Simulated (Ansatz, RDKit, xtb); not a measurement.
# C3H7BO: which of the isomers drawn lies lowest?, part 1 of 2

A sample of isomers of C3H7BO is drawn. Aim: find which of them has the lowest free energy at 298.15 K, then its properties. The sample is small against all isomers, and the most stable one of this formula need not be in it.

The funnel: GFN2-xTB relaxations, single points with a density functional, relaxations at r2SCAN-D4/def2-SVP, harmonic vibrations, and a last energy at a higher level. All values are calculated.

## 1. Candidates

Isomers were taken from a list of plausible structures; this is a sample, not all of them. That gives 3 candidates.

| label | SMILES | spin |
| --- | --- | --- |
| c169 | BC(=C)OC | singlet |
| c870 | B/C=C\OC | singlet |
| c938 | B/C=C/OC | singlet |

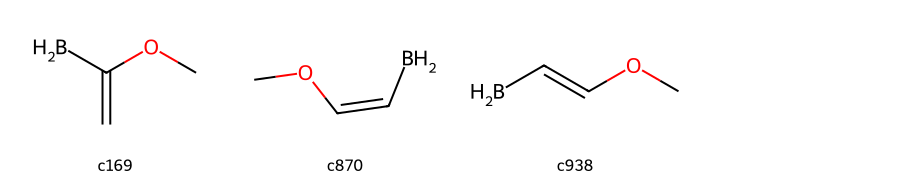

Structural formulas of the candidates.

Candidates are built by distance geometry, with a force field where one applies, in up to four conformers (letters a to d).

## 2. Cheap relaxation of all starts

All 5 starts are relaxed the same way. One of them, c938b (taken from a list of positional isomers, embedded by distance geometry and UFF), in full:

start.xyz reads:

```xyz
12
c938b
C     -0.520358    -0.567504     0.965373
C     -0.824814    -0.803779    -0.266731
C      1.453207    -0.341747    -1.173174
B     -1.609380    -0.708323     2.128785
O      0.096062    -0.702115    -1.335627
H     -1.217503    -0.502877     3.258396
H     -2.673880    -1.067911     1.908912
H      0.494693    -0.303918     1.276375
H     -1.875320    -1.173612    -0.523410
H      1.930976    -0.315033    -2.174654
H      1.473127     0.686480    -0.745244
H      2.010129    -1.048259    -0.562320
```

On the command line:

```sh
xtb start.xyz --gfn 2 --opt
```

Output, cut to the lines that bear on the results:

```text
* xtb version 6.7.1
[...]
          :  # basis functions                  27          :
[...]
          :  # electrons                        28          :
[...]
          :  Hamiltonian                  GFN2-xTB          :
[...]
          :  net charge                          0          :
          :  unpaired electrons                  0          :
[...]
   *** convergence criteria satisfied after 12 iterations ***
[...]
   *** GEOMETRY OPTIMIZATION CONVERGED AFTER 8 ITERATIONS ***
[...]
   *** convergence criteria satisfied after 3 iterations ***
[...]
         ::                     SUMMARY                     ::
         :::::::::::::::::::::::::::::::::::::::::::::::::::::
         :: total energy             -15.249717443898 Eh    ::
         :: gradient norm              0.000452289053 Eh/a0 ::
         :: HOMO-LUMO gap              3.550577736560 eV    ::
         ::.................................................::
         :: SCC energy               -15.440462270709 Eh    ::
         :: -> isotropic ES            0.032746461127 Eh    ::
         :: -> anisotropic ES          0.006659985407 Eh    ::
         :: -> anisotropic XC          0.003792721109 Eh    ::
         :: -> dispersion             -0.005714802171 Eh    ::
         :: repulsion energy           0.190744826811 Eh    ::
         :: add. restraining           0.000000000000 Eh    ::
         :: total charge              -0.000000000000 e     ::
         :::::::::::::::::::::::::::::::::::::::::::::::::::::
[...]
        14        2.0000           -0.3905094             -10.6263 (HOMO)
        15                         -0.2600281              -7.0757 (LUMO)
[...]
     #   Z          covCN         q      C6AA      α(0)
     1   6 C        2.810    -0.160    32.132     9.287
     2   6 C        2.790     0.114    25.475     8.268
     3   6 C        3.648     0.032    20.351     6.481
     4   5 B        2.786     0.216    18.060     7.104
     5   8 O        1.704    -0.238    17.950     5.720
     6   1 H        0.939    -0.102     5.633     3.711
     7   1 H        0.939    -0.109     5.872     3.789
     8   1 H        0.925     0.028     2.614     2.528
     9   1 H        0.925     0.057     2.239     2.340
    10   1 H        0.925     0.064     2.152     2.294
    11   1 H        0.924     0.049     2.330     2.387
    12   1 H        0.924     0.049     2.330     2.387
[...]
     #   Z sym  total        # sym  WBO       # sym  WBO       # sym  WBO
 ---------------------------------------------------------------------------
     1   6 C    3.958 --     2 C    1.711     4 B    1.145     8 H    0.964
                             5 O    0.117
     2   6 C    3.925 --     1 C    1.711     5 O    1.128     9 H    0.952
                             4 B    0.101
     3   6 C    3.943 --    10 H    0.981     5 O    0.977    11 H    0.975
                            12 H    0.975
     4   5 B    3.269 --     1 C    1.145     6 H    0.979     7 H    0.977
                             2 C    0.101
     5   8 O    2.309 --     2 C    1.128     3 C    0.977     1 C    0.117
     6   1 H    0.990 --     4 B    0.979
     7   1 H    0.988 --     4 B    0.977
     8   1 H    0.999 --     1 C    0.964
     9   1 H    0.997 --     2 C    0.952
[...]
molecular dipole:
                 x           y           z       tot (Debye)
 q only:        0.578       0.117      -0.339
   full:        0.738       0.150      -0.414       2.183
molecular quadrupole (traceless):
[...]
          | TOTAL ENERGY              -15.249717443898 Eh   |
          | GRADIENT NORM               0.000452289053 Eh/α |
          | HOMO-LUMO GAP               3.550577736560 eV   |
           -------------------------------------------------
[...]
```

Wall time 0.17 s (2 threads of AMD EPYC (Zen 3), shared host).

## 3. What the search left

5 of the 5 relaxations converged. 5 distinct structures remain:

| label | start | SMILES after | spin | energy (kcal/mol) |
| --- | --- | --- | --- | --- |
| c938b | drawn | B/C=C/OC | singlet | 0.0 |
| c938a | drawn | B/C=C/OC | singlet | 1.6 |
| c870a | drawn | B/C=C\OC | singlet | 4.1 |
| c169b | drawn | BC(=C)OC | singlet | 6.0 |
| c169a | drawn | BC(=C)OC | singlet | 7.5 |

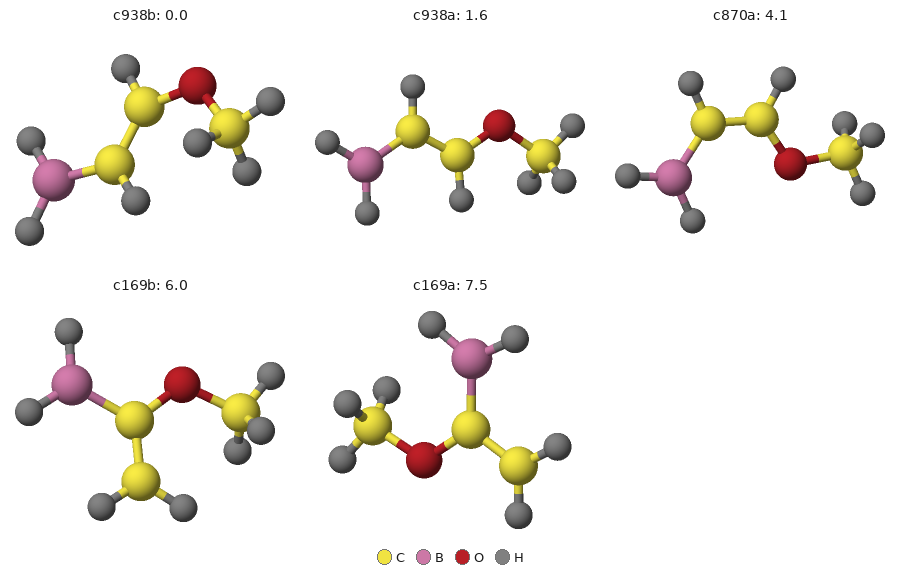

The 5 lowest minima that did not fall apart, with their GFN2-xTB energies in kcal/mol.

## 4. Screening with a density functional

A choice of the minima (the low ones first, few conformers of a pattern, up to a cap) and the lowest that fell apart get a single point at r2SCAN-D4/def2-SVP on the tight-binding geometry, and one at HF/STO-3G for comparison. The lowest singlets are also tried as triplets at the same geometry (label ending in t). The first, c938b:

input.yaml reads:

```yaml
crystal:
  periodic: [false, false, false]
  atoms:
    - {symbol: C, position_ang: [-0.485708, -0.575879, 1.021006]}
    - {symbol: C, position_ang: [-0.760403, -0.815494, -0.272857]}
    - {symbol: C, position_ang: [1.382786, -0.338606, -1.153040]}
    - {symbol: B, position_ang: [-1.534149, -0.721445, 2.116888]}
    - {symbol: O, position_ang: [0.041732, -0.733131, -1.345336]}
    - {symbol: H, position_ang: [-1.251801, -0.505416, 3.232393]}
    - {symbol: H, position_ang: [-2.623862, -1.049144, 1.841819]}
    - {symbol: H, position_ang: [0.524075, -0.270180, 1.269048]}
    - {symbol: H, position_ang: [-1.749932, -1.124305, -0.587889]}
    - {symbol: H, position_ang: [1.839199, -0.330509, -2.141288]}
    - {symbol: H, position_ang: [1.440842, 0.661823, -0.714219]}
    - {symbol: H, position_ang: [1.914160, -1.046311, -0.509844]}
basis:
  gaussian:
    orbitals: def2-SVP
output: {orbitals: {seedname: orbitals}}
hamiltonian:
  xc: r2scan
  dispersion: d4
scf:
  lower_state_search: off
```

On the command line:

```sh
ansatz run input.yaml --threads 2 --pin off --max-ram 5220MiB --events-out events.jsonl --progress --plain --runs-dir runs
```

Output, cut to the lines that bear on the results:

```text
Warning: RAYON_NUM_THREADS=2 ignored (pool sized by the plan → 2); use --threads N
Functional definition: r2SCAN
  name "r2SCAN"
[...]
1177 factors; their error is unknown
[...]
mean field -5939.13892222 eV, -218.2593296986 hartree, gradient 3.5e-6 eV, S^2 0.000000; 0 other end points of the search recorded, 0 dependent functions left out
reference -5939.13893278 eV, -218.2593300865 hartree; 19, 19 occupied and 86, 86 virtual orbitals, 1177 factors
Total energy: -5939.19035685 eV, -218.2612198864 hartree
Checks for a lower state left out: stability, starts, cluster_reference, orbital_swaps, neighbouring_geometries, increment
```

It took 3.3 s on 2 threads of AMD EPYC (Zen 3), shared host.

Relative energies in kcal/mol, each column from its lowest structure that stays in one piece:

| label | SMILES | spin | GFN2-xTB | HF/STO-3G | r2SCAN-D4/def2-SVP |
| --- | --- | --- | --- | --- | --- |
| c938b | B/C=C/OC | singlet | 0.0 | 0.0 | 0.0 |
| c938a | B/C=C/OC | singlet | 1.6 | 1.2 | 2.2 |
| c870a | B/C=C\OC | singlet | 4.1 | 3.3 | 5.3 |
| c169b | BC(=C)OC | singlet | 6.0 | 7.5 | 9.4 |
| c169a | BC(=C)OC | singlet | 7.5 | 9.3 | 11.4 |
| c938bt | B/C=C/OC | triplet | – | – | 80.0 |

## 5. Refinement at r2SCAN-D4/def2-SVP

3 candidates are relaxed at r2SCAN-D4/def2-SVP (chosen among the lowest in one piece, one conformer a pattern). The first, c938b:

Changes to input.yaml since step 4:

```diff
@@ -18,7 +18,8 @@
     orbitals: def2-SVP
-output: {orbitals: {seedname: orbitals}}
 hamiltonian:
-  xc: r2scan
+  xc: {name: r2SCAN}
   dispersion: d4
 scf:
-  lower_state_search: off
+  lower_state_search: "off"
+relax:
+  f_tol: 0.003
```

On the command line:

```sh
ansatz run input.yaml --threads 2 --pin off --max-ram 5220MiB --events-out events.jsonl --progress --plain --runs-dir runs
```

Output, cut to the lines that bear on the results:

```text
Warning: RAYON_NUM_THREADS=2 ignored (pool sized by the plan → 2); use --threads N
[...]
[... 2 set-up lines as earlier in the session ...]
[...]
1177 factors; their error is unknown
[...]
mean field -5939.13892182 eV, -218.2593296838 hartree, gradient 3.0e-6 eV, S^2 0.000000; 0 other end points of the search recorded, 0 dependent functions left out
[...]
reference -5939.13893237 eV, -218.2593300718 hartree; 19, 19 occupied and 86, 86 virtual orbitals, 1177 factors
relax step   1: F+E_penalty+E_count = -5939.19034589 eV  Δ(F+E_penalty+E_count) = +0.000e0 eV  max|allowed force component| = 1.092e0 eV/Å  Δτ_max = 0.0000 Å  (18 SCF iters, accepted)
[...]
relax step   7: F+E_penalty+E_count = -5939.26748288 eV  Δ(F+E_penalty+E_count) = -2.200e-4 eV  max|allowed force component| = 9.870e-3 eV/Å  Δτ_max = 0.0125 Å  (22 SCF iters, accepted)
[...]
Atom 3 at    -1.517417    -0.721130     2.097607 Å, force    -0.000955    -0.000254    -0.000197 eV/Å
Atom 4 at     0.020089    -0.733648    -1.339702 Å, force    -0.000712     0.000017     0.001815 eV/Å
Atom 5 at    -1.294202    -0.512718     3.268308 Å, force     0.000959     0.000113     0.000309 eV/Å
Atom 6 at    -2.630891    -1.066842     1.763194 Å, force    -0.000026    -0.000138    -0.000982 eV/Å
Atom 7 at     0.582452    -0.250902     1.285569 Å, force     0.000782     0.000246     0.000098 eV/Å
Atom 8 at    -1.769658    -1.122884    -0.551185 Å, force    -0.000431     0.000038     0.000557 eV/Å
Atom 9 at     1.830626    -0.341788    -2.156619 Å, force     0.000054    -0.000001     0.000188 eV/Å
Atom 10 at     1.434722     0.668015    -0.720923 Å, force     0.000038    -0.000470    -0.000447 eV/Å
Atom 11 at     1.904422    -1.053686    -0.505747 Å, force    -0.000122     0.000406    -0.000303 eV/Å
Dipole moment:     0.478329     0.078272    -0.415237 e Å
Checks for a lower state left out: stability, starts, cluster_reference, orbital_swaps, neighbouring_geometries, increment
```

Wall time 30 s (2 threads of AMD EPYC (Zen 3), shared host).

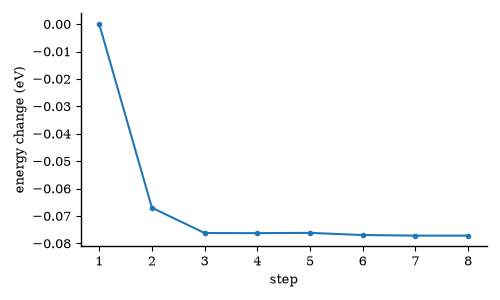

Energy along the run, all evaluated steps.

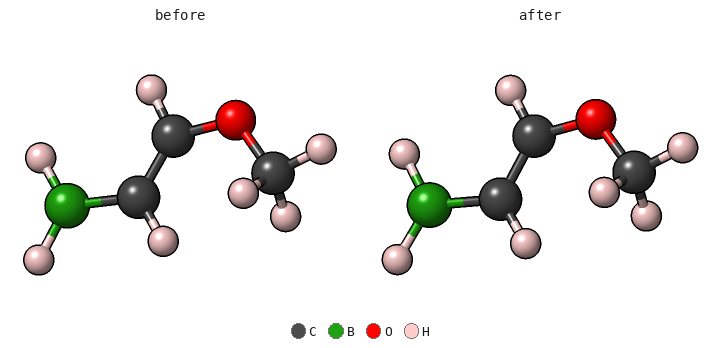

Before and after, at one scale.

After the run. Bond lengths: C1–C2 1.365 Å, C1–B4 1.519 Å, C2–O5 1.330 Å, C3–O5 1.421 Å, B4–H6 1.210 Å, B4–H7 1.213 Å, C1–H8 1.096 Å, C2–H9 1.097 Å, C3–H10 1.096 Å, C3–H11 1.102 Å, C3–H12 1.102 Å. Some angles: C1–C2–O5 128.7°, C2–C1–B4 118.7°, C2–O5–C3 118.1°, C1–C2–H9 121.1°, O5–C2–H9 110.1°, C2–C1–H8 118.9°, B4–C1–H8 122.4°, C1–B4–H6 121.7°, C1–B4–H7 119.3°, O5–C3–H10 106.3°.

## 6. After refinement

| label | spin | r2SCAN-D4/def2-SVP (kcal/mol) | r2SCAN-D4/def2-SVP, relaxed (kcal/mol) | time |
| --- | --- | --- | --- | --- |
| c938b | singlet | 0.0 | 0.0 | 30 s |
| c870a | singlet | 5.3 | 5.7 | 29 s |
| c169b | singlet | 9.4 | 9.6 | 20 s |

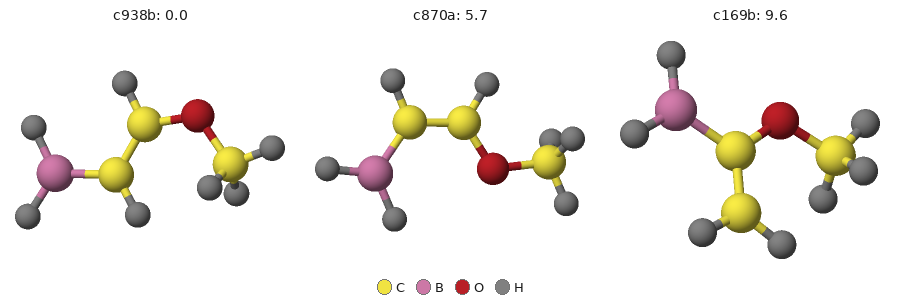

The relaxed structures, with energies at r2SCAN-D4/def2-SVP in kcal/mol.

(Continued in part 2 of 2.)
